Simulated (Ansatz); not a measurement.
Run report: SiH5S2 (charge +1), geometry relaxation

- system: SiH5S2, charge +1
- method: RKS B3LYP/6-31G (Ansatz 0.2.0)

It belongs to a series of runs on one base structure; here: end point A relaxed. Figures and captions count atoms from 1; the log counts them from 0 in places.

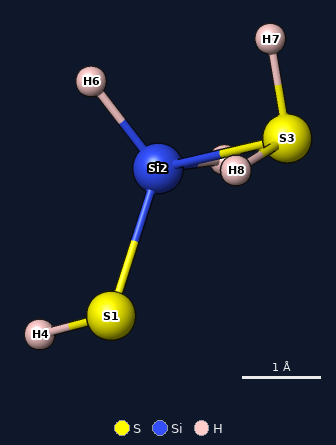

*The input geometry (ball-and-stick view, seen at a tilt; atoms are numbered from 1 in the order of the input).*

Bond lengths as drawn: H–S 1.33 to 1.34 Å, H–Si 1.45 Å and S–Si 2.11 to 2.39 Å.

### Summary

```csv
quantity,value
outcome,converged
total energy,−29619.9647 eV
mean-field energy,−29619.9647 eV
largest force (length of the vector) at the end,0.018 eV/Å
hardware,"1 thread of Arm Neoverse N1, 16 GiB of memory available, shared host"
wall time,21 s
peak memory,0.12 GiB
```

### Input file
```yaml
crystal:
  periodic: [false, false, false]
  atoms:
    - { symbol: S, position_ang: [-1.89693, -0.11615, -0.63586] }
    - { symbol: Si, position_ang: [0.04043, 0.68349, -0.38167] }
    - { symbol: S, position_ang: [1.11247, -1.33235, 0.32085] }
    - { symbol: H, position_ang: [-2.50963, 0.98984, -1.04096] }
    - { symbol: H, position_ang: [0.86916, 0.9391, -1.54383] }
    - { symbol: H, position_ang: [0.28728, 1.47978, 0.8104] }
    - { symbol: H, position_ang: [1.90254, -0.85974, 1.28981] }
    - { symbol: H, position_ang: [0.19468, -1.78397, 1.18126] }
total_charge: 1
basis:
  gaussian: { orbitals: "6-31G" }
hamiltonian:
  xc: b3lyp
relax:
  f_tol: 0.02
  max_steps: 50
```

Launch command:
```bash
ansatz run input.yaml --threads 1 --pin off --max-ram 2048MiB --backend cpu --events-out ev --progress --plain --runs-dir out
```

### The program's output
```
The last accepted step is kept in [file] (removed where the run ends without a failure and the disk answers)
Engine: ansatz 0.2.0, aarch64-unknown-linux-gnu
Functional definition: B3LYP
  parameter a0 = 0.2
  parameter ax = 0.72
  parameter ac = 0.81
  exchange = (1 - a0 - ax)*slater_x + ax*b88_x + a0*exact_x
  correlation = (1 - ac)*vwn_rpa_c + ac*lyp_c
623 factors; integrals over basis functions are off by at most 1.6e-4 eV
mean field evaluation 1: about -29617.3910 eV, gradient 2.6e1 eV
mean field evaluation 2: about -29616.5620 eV, gradient 3.1e1 eV
mean field evaluation 4: about -29619.7225 eV, gradient 7.8e-1 eV
mean field evaluation 8: about -29619.7172 eV, gradient 1.2e-2 eV
mean field -29619.71720285 eV, -1088.5045302394 hartree, gradient 1.7e-5 eV, S^2 0.000000; 0 other end points of the search recorded, 0 dependent functions left out
the calculation of the forces begins
reference -29619.71744991 eV, -1088.5045393187 hartree; 25, 25 occupied and 24, 24 virtual orbitals, 623 factors
relax step   1: F+E_penalty+E_count = -29619.71720285 eV  Δ(F+E_penalty+E_count) = +0.000e0 eV  max|allowed force component| = 1.656e0 eV/Å  Δτ_max = 0.0000 Å  (21 SCF iters, accepted)
these checks for a lower state are left out or cut short: starts, cluster_reference, orbital_swaps, neighbouring_geometries, increment
623 factors; integrals over basis functions are off by at most 1.6e-4 eV
mean field evaluation 16: about -29619.9207 eV, gradient 1.3e-1 eV
mean field -29619.92082437 eV, -1088.5120131923 hartree, gradient 1.8e-5 eV, S^2 0.000000; 0 other end points of the search recorded, 0 dependent functions left out
the calculation of the forces begins
reference -29619.92107494 eV, -1088.5120224005 hartree; 25, 25 occupied and 24, 24 virtual orbitals, 623 factors
relax step   2: F+E_penalty+E_count = -29619.92082437 eV  Δ(F+E_penalty+E_count) = -2.036e-1 eV  max|allowed force component| = 7.308e-1 eV/Å  Δτ_max = 0.1922 Å  (25 SCF iters, accepted)
these checks for a lower state are left out or cut short: starts, cluster_reference, orbital_swaps, neighbouring_geometries, increment
623 factors; integrals over basis functions are off by at most 1.7e-4 eV
mean field -29619.95879828 eV, -1088.5134087078 hartree, gradient 8.6e-6 eV, S^2 0.000000; 0 other end points of the search recorded, 0 dependent functions left out
the calculation of the forces begins
reference -29619.95905121 eV, -1088.5134180025 hartree; 25, 25 occupied and 24, 24 virtual orbitals, 623 factors
relax step   3: F+E_penalty+E_count = -29619.95879828 eV  Δ(F+E_penalty+E_count) = -3.797e-2 eV  max|allowed force component| = 1.964e-1 eV/Å  Δτ_max = 0.0967 Å  (25 SCF iters, accepted)
these checks for a lower state are left out or cut short: starts, cluster_reference, orbital_swaps, neighbouring_geometries, increment
623 factors; integrals over basis functions are off by at most 1.7e-4 eV
mean field evaluation 32: about -29619.9642 eV, gradient 3.1e-4 eV
mean field -29619.96419861 eV, -1088.5136071661 hartree, gradient 9.4e-6 eV, S^2 0.000000; 0 other end points of the search recorded, 0 dependent functions left out
the calculation of the forces begins
reference -29619.96445121 eV, -1088.5136164490 hartree; 25, 25 occupied and 24, 24 virtual orbitals, 623 factors
relax step   4: F+E_penalty+E_count = -29619.96419861 eV  Δ(F+E_penalty+E_count) = -5.400e-3 eV  max|allowed force component| = 3.274e-2 eV/Å  Δτ_max = 0.0234 Å  (25 SCF iters, accepted)
these checks for a lower state are left out or cut short: starts, cluster_reference, orbital_swaps, neighbouring_geometries, increment
623 factors; integrals over basis functions are off by at most 1.7e-4 eV
mean field -29619.96447067 eV, -1088.5136171640 hartree, gradient 1.2e-5 eV, S^2 0.000000; 0 other end points of the search recorded, 0 dependent functions left out
the calculation of the forces begins
reference -29619.96472327 eV, -1088.5136264471 hartree; 25, 25 occupied and 24, 24 virtual orbitals, 623 factors
relax step   5: F+E_penalty+E_count = -29619.96447067 eV  Δ(F+E_penalty+E_count) = -2.721e-4 eV  max|allowed force component| = 1.655e-2 eV/Å  Δτ_max = 0.0062 Å  (21 SCF iters, accepted)
```

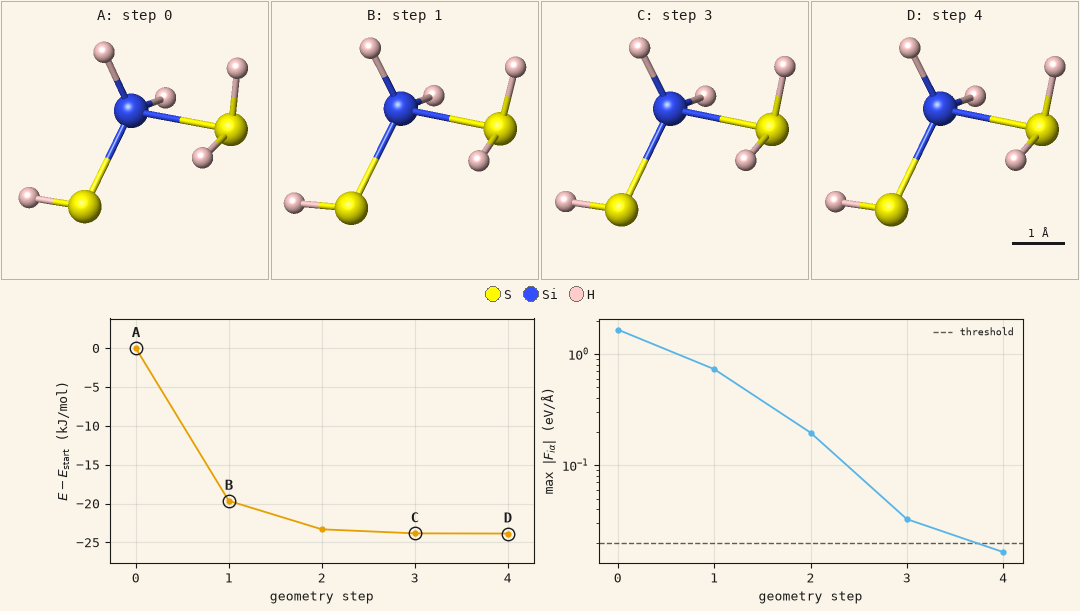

*Frames of the relaxation (ball-and-stick view, seen at a tilt) above the curves, on which the letters mark them (the first geometry is step 0 here and step 1 in the log).*

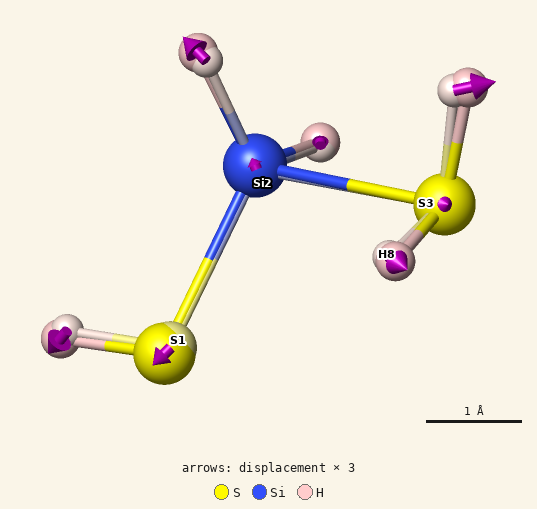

*Start (faint) and end (solid) with the displacements as pink arrows, magnified 3 times (ball-and-stick view, seen at a tilt). The two geometries are laid on each other by the best rigid fit.*

Over 4 geometry steps the energy falls by 23.9 kJ/mol. Largest force component: 1.7 eV/Å at the start, 0.017 eV/Å at the end. The largest move after the best rigid fit is that of H7, 0.15 Å. By element the largest moves are H 0.15 Å, S 0.09 Å, Si 0.05 Å. Among the contacts that change: S1–Si2 2.111 → 2.225 Å, Si2–S3 2.389 → 2.449 Å, S1–H4 1.328 → 1.381 Å, S3–H7 1.337 → 1.378 Å. Among the angles that change: S3–Si2–H6 98.3° → 102.0°, H7–S3–H8 93.4° → 96.7°, Si2–S3–H7 100.4° → 103.3°. (Atoms are counted from 1 in the order of the input.)

```
623 factors; integrals over basis functions are off by at most 1.7e-4 eV
mean field -29619.96447067 eV, -1088.5136171640 hartree, gradient 1.2e-5 eV, S^2 0.000000; 1 other end points of the search recorded, 0 dependent functions left out
the calculation of the forces begins
reference -29619.96472327 eV, -1088.5136264471 hartree; 25, 25 occupied and 24, 24 virtual orbitals, 623 factors
Total energy: -29619.96472327 eV, -1088.5136264471 hartree
Atom 0 at    -1.986290    -0.121523    -0.639184 Å, force    -0.004715    -0.004146     0.009497 eV/Å
Atom 1 at     0.053810     0.721721    -0.362641 Å, force     0.004697     0.016549    -0.004197 eV/Å
Atom 2 at     1.122007    -1.362483     0.352582 Å, force    -0.001584    -0.013547    -0.002507 eV/Å
Atom 3 at    -2.601557     1.011992    -1.132702 Å, force     0.000378    -0.002472    -0.009917 eV/Å
Atom 4 at     0.893320     0.976009    -1.564666 Å, force    -0.002030     0.003501    -0.001515 eV/Å
Atom 5 at     0.286323     1.608195     0.813199 Å, force     0.001772    -0.007602     0.005769 eV/Å
Atom 6 at     2.030454    -0.943065     1.300031 Å, force     0.003778     0.002893     0.001225 eV/Å
Atom 7 at     0.201933    -1.890846     1.233382 Å, force    -0.002296     0.004825     0.001646 eV/Å
Dipole moment:     0.654943     0.322717     0.491829 e Å
```

### Trajectory as extended XYZ (Å, eV, eV/Å), 5 frames, from step=1 to step=5
```
8
Properties=species:S:1:pos:R:3:forces:R:3 step=1 energy=-29619.71720
S    -1.8969   -0.1162   -0.6359   -1.0325  -1.6559   0.1402
Si    0.0404    0.6835   -0.3817    1.0447   0.3261   0.1680
S     1.1125   -1.3323    0.3209    0.2028  -0.3020  -0.9729
H    -2.5096    0.9898   -1.0410   -0.7336   1.0618  -0.4322
H     0.8692    0.9391   -1.5438    0.3893   0.2485  -0.5835
H     0.2873    1.4798    0.8104    0.1086   0.5247   0.4782
H     1.9025   -0.8597    1.2898    0.8603   0.3754   0.6348
H     0.1947   -1.7840    1.1813   -0.8395  -0.5785   0.5673
8
Properties=species:S:1:pos:R:3:forces:R:3 step=2 energy=-29619.92082
S    -1.9642   -0.0832   -0.6625   -0.0836  -0.7308   0.1847
Si    0.0658    0.7239   -0.3840   -0.1307   0.2767   0.1960
S     1.0998   -1.3405    0.3860    0.2164  -0.2495  -0.2341
H    -2.6425    1.0019   -1.1200   -0.0929   0.4809  -0.1695
H     0.8820    1.0140   -1.5794    0.2065  -0.0981  -0.1640
H     0.2952    1.6127    0.7792    0.0346   0.0881   0.1389
H     2.0297   -0.9720    1.3254    0.0607   0.1370   0.0342
H     0.2344   -1.9568    1.2553   -0.2111   0.0957   0.0137
8
Properties=species:S:1:pos:R:3:forces:R:3 step=3 energy=-29619.95880
S    -1.9917   -0.1338   -0.6317    0.0392   0.0947  -0.0155
Si    0.0473    0.7174   -0.3538    0.0865   0.0047  -0.0703
S     1.1248   -1.3618    0.3419   -0.0825  -0.0156   0.1964
H    -2.5838    1.0127   -1.1269   -0.0478  -0.0448  -0.0029
H     0.9042    0.9574   -1.5481   -0.0620   0.0347  -0.0102
H     0.2794    1.6213    0.8105   -0.0174  -0.0409   0.0111
H     2.0361   -0.9300    1.2896   -0.1065  -0.0812  -0.0447
H     0.1837   -1.8831    1.2186    0.1905   0.0484  -0.0638
8
Properties=species:S:1:pos:R:3:forces:R:3 step=4 energy=-29619.96420
S    -1.9866   -0.1221   -0.6393   -0.0052  -0.0164   0.0101
Si    0.0528    0.7204   -0.3618    0.0199   0.0327  -0.0117
S     1.1224   -1.3612    0.3519   -0.0120  -0.0267   0.0271
H    -2.6001    1.0130   -1.1299   -0.0093   0.0068  -0.0132
H     0.8954    0.9730   -1.5618   -0.0064   0.0034  -0.0081
H     0.2837    1.6127    0.8098    0.0005  -0.0135   0.0134
H     2.0316   -0.9424    1.3000   -0.0129  -0.0044  -0.0053
H     0.2007   -1.8934    1.2310    0.0254   0.0181  -0.0122
8
Properties=species:S:1:pos:R:3:forces:R:3 step=5 energy=-29619.96447
S    -1.9863   -0.1215   -0.6392   -0.0047  -0.0041   0.0095
Si    0.0538    0.7217   -0.3626    0.0047   0.0165  -0.0042
S     1.1220   -1.3625    0.3526   -0.0016  -0.0135  -0.0025
H    -2.6016    1.0120   -1.1327    0.0004  -0.0025  -0.0099
H     0.8933    0.9760   -1.5647   -0.0020   0.0035  -0.0015
H     0.2863    1.6082    0.8132    0.0018  -0.0076   0.0058
H     2.0305   -0.9431    1.3000    0.0038   0.0029   0.0012
H     0.2019   -1.8908    1.2334   -0.0023   0.0048   0.0016
```
